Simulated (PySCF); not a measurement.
Run report: MoO₂Cl, frequency calculation

The run: frequency calculation of MoO₂Cl, multiplicity 2. Method and program: UKS-based PBE0, Mo def2-TZVP with ECP28, O def2-TZVP, Cl def2-TZVP; non-relativistic Hamiltonian with a scalar-relativistic core potential; density fitting (PySCF 2.14.0).

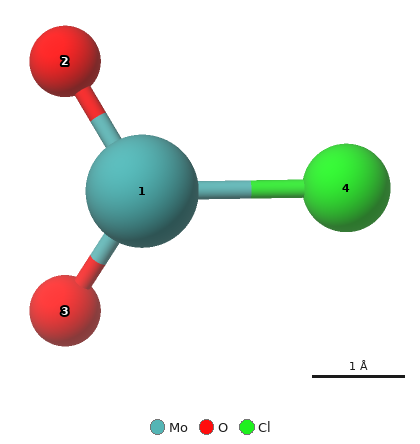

Fig. 1: The structure as given in the input (ball-and-stick view, seen on its broad side; atoms are numbered from 1 in the order of the input). Sticks mark near contacts. Bond lengths as drawn: Cl–Mo 2.26 Å and Mo–O 1.67 Å.

### Key numbers

- outcome: converged
- total energy: −678.722437 hartree
- ⟨S²⟩: 0.758
- zero-point energy: 0.007195 hartree
- dipole moment: 2.08 D
- wavenumbers, lowest and highest: 129 and 1065 cm⁻¹
- hardware: 4 threads of Arm Neoverse V2, 24 GiB of memory available, shared host
- wall time: 72 s (CPU time 3.9 min)
- peak memory: 1.5 GiB

### Input
```python
from pyscf import gto, scf, dft
mol = gto.M(atom='''
Mo     0.000000     0.141497    -0.310688
O      1.379247    -0.284677    -1.156538
O     -1.379247    -0.284677    -1.156538
Cl    -0.000000    -0.134260     1.927933''',
    basis={'Mo': 'def2-TZVP', 'O': 'def2-TZVP', 'Cl': 'def2-TZVP'},
    ecp={'Mo': 'def2-TZVP'},
    charge=0, spin=1)
mf = dft.UKS(mol, xc='PBE0')
mf.grids.atom_grid = (75, 302)
aux = {'Mo': 'def2-universal-JKFIT', 'O': 'def2-universal-JKFIT', 'Cl': 'def2-universal-JKFIT'}
mf = mf.density_fit(auxbasis=aux)
mf.conv_tol = 1e-09
mf.diis_space = 10
mf.max_cycle = 60
mf.verbose = 4
mf.kernel()
```

The script is an equivalent of the set-up of the self-consistent field. The run itself was carried out by a driver, which started from the orbitals of the step before it where there was one and computed the further properties.

Command:
```bash
OMP_NUM_THREADS=4 python axn.py task.json out
```

### What the program printed
```
init E= -678.722437013378
  alpha nocc = 24  HOMO = -0.280101513280961  LUMO = -0.128260365087196
  beta  nocc = 23  HOMO = -0.356012800536033  LUMO = -0.138853244115297
  HOMO = -0.280101513281  LUMO = -0.138853244115  gap/eV = 3.84356
cycle= 1 E= -678.722437013263  delta_E= 1.15e-10  |g|= 1.83e-05  |ddm|= 1.17e-05
  alpha nocc = 24  HOMO = -0.280101809653581  LUMO = -0.128260400313358
  beta  nocc = 23  HOMO = -0.356014438318609  LUMO = -0.138853420275441
  HOMO = -0.280101809654  LUMO = -0.138853420275  gap/eV = 3.84356
cycle= 2 E= -678.722437011924  delta_E= 1.34e-09  |g|= 6.17e-05  |ddm|= 3.72e-05
  alpha nocc = 24  HOMO = -0.280101913013083  LUMO = -0.128260667602806
  beta  nocc = 23  HOMO = -0.356013450030523  LUMO = -0.13885365840487
  HOMO = -0.280101913013  LUMO = -0.138853658405  gap/eV = 3.84356
cycle= 3 E= -678.722437013392  delta_E= -1.47e-09  |g|= 2.25e-06  |ddm|= 2.86e-05
  alpha nocc = 24  HOMO = -0.280101648559976  LUMO = -0.128260454573012
  beta  nocc = 23  HOMO = -0.356013230917784  LUMO = -0.138853404989794
  HOMO = -0.28010164856  LUMO = -0.13885340499  gap/eV = 3.84356
cycle= 4 E= -678.722437013395  delta_E= -2.27e-12  |g|= 4.38e-07  |ddm|= 1.84e-06
  alpha nocc = 24  HOMO = -0.280101733463203  LUMO = -0.128260584173395
  beta  nocc = 23  HOMO = -0.356013161604798  LUMO = -0.138853529028747
  HOMO = -0.280101733463  LUMO = -0.138853529029  gap/eV = 3.84356
Extra cycle  E= -678.722437013394  delta_E= 2.27e-13  |g|= 1.32e-06  |ddm|= 8.74e-07
converged SCF energy = -678.722437013394  <S^2> = 0.75809122  2S+1 = 2.0080749
```

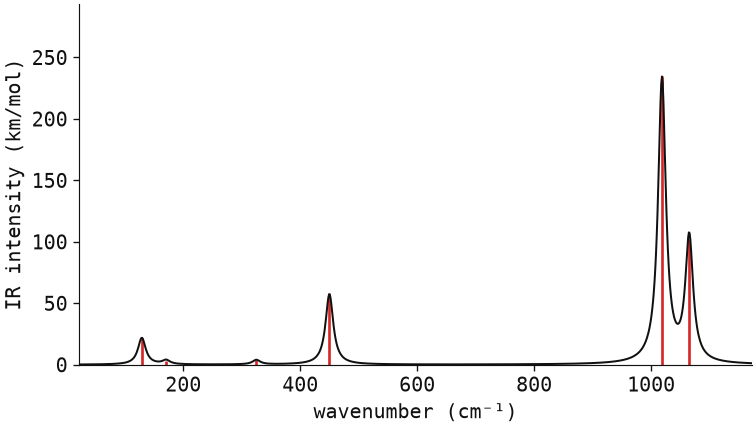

Fig. 2: Harmonic infrared spectrum, unscaled: sticks (degenerate modes added up, dark ones marked on the axis) with a Lorentzian envelope of 16 cm⁻¹ full width, scaled to the tallest stick. 6 modes from 129 to 1065 cm⁻¹, none imaginary. The strongest line is at 1019 cm⁻¹ (234 km/mol). All modes, in cm⁻¹ (km/mol): 129 (22), 171 (3.4), 325 (3.7), 450 (58), 1019 (234), 1065 (103).
